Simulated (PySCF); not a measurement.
# The bond of TbP, level by level

Aim: find the lowest electronic state of TbP, scan its bond at several levels of theory, and get bond length, wavenumber and dissociation energy from each curve.

Method: Tb x2c-TZVPall, P x2c-TZVPall, spin-free X2C with a Gaussian nucleus; program: PySCF 2.14.0.

### Step 1. The job

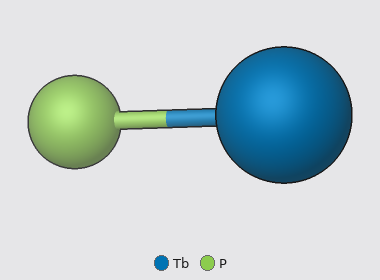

The two atoms at the starting distance (terbium blue, phosphorus green).

A driver script around PySCF takes these settings:

```yaml
atoms: Tb, P
charge: 0
basis: Tb x2c-TZVPall, P x2c-TZVPall
Hamiltonian: spin-free X2C with a Gaussian nucleus
basis_functions: 141
electrons_treated: 80
masses_in_u: 158.9253, 30.9738
levels: PBE0, PBE, r²SCAN, BHandHLYP, MN15, ωB97X, HF, MP2, SCS-MP2
grid: 80 radial by 434 angular points
occupations: held fixed by the projection of orbital angular momentum
dissociation_limit: Tb + P, each in its ground configuration
starting_distance_in_angstrom: 2.374
values_of_2S_to_try: 4, 6, 8
```

Launch:

```sh
> OMP_NUM_THREADS=4 python dia.py task.json out
```

Further steps of the session: The PBE0 curve of the state that the search chose; Excited determinants; PBE; r²SCAN; BHandHLYP (global hybrid GGA); MN15; ωB97X; ROHF (mean field).

Before running it: what results should come out? Wanted: for each run, Re; ωe; De; μ.

The runs gave:

Lowest PBE0 solution found, without spin–orbit coupling: ⁷Δ (septet), unpaired electrons σ ↑, π ↑↑, δ ↑, φ ↑↑, about 8.1 electrons in the 4f shell (Mulliken). State 2 has its PBE0 minimum 0.17 eV higher. State 3 has its PBE0 minimum 0.45 eV higher, as a spin-mixed determinant (⟨S²⟩ = 8.02), so this is no gap between pure states. The other levels ran on the lowest alone.

```csv
level,Re (Å),ωe (cm⁻¹),De (eV),μ (D)
ROHF,2.332,457,2.90,-9.18
ROHF-MP2,2.329,435,3.56,n/a
ROHF-SCS-MP2,2.342,428,3.37,n/a
PBE,2.345,375,2.86,-6.55
r²SCAN,2.309,416,3.08,-6.72
PBE0,2.305,437,2.84,-6.90
MN15,2.286,438,2.19,-6.86
ωB97X,2.280,462,2.03,-8.09
```

De is counted to Tb + P in their ground configurations. A positive dipole means Tb(−)P(+). No constants: BHandHLYP (the points don't follow one smooth fit).

What this shows: Bond lengths run from 2.280 Å (ωB97X) to 2.345 Å (PBE). Of the levels with a De here, ωB97X gives the least (2.03 eV) and ROHF-MP2 the most (3.56 eV).

Correlated steps freeze 23 core orbitals. These are scalar-relativistic numbers at best; spin–orbit coupling would shift them, the dissociation energy most. The state is the lowest single determinant that the PBE0 search found; with open d or f shells the true ground state can be another one. With spin–orbit coupling the term label itself may not hold.
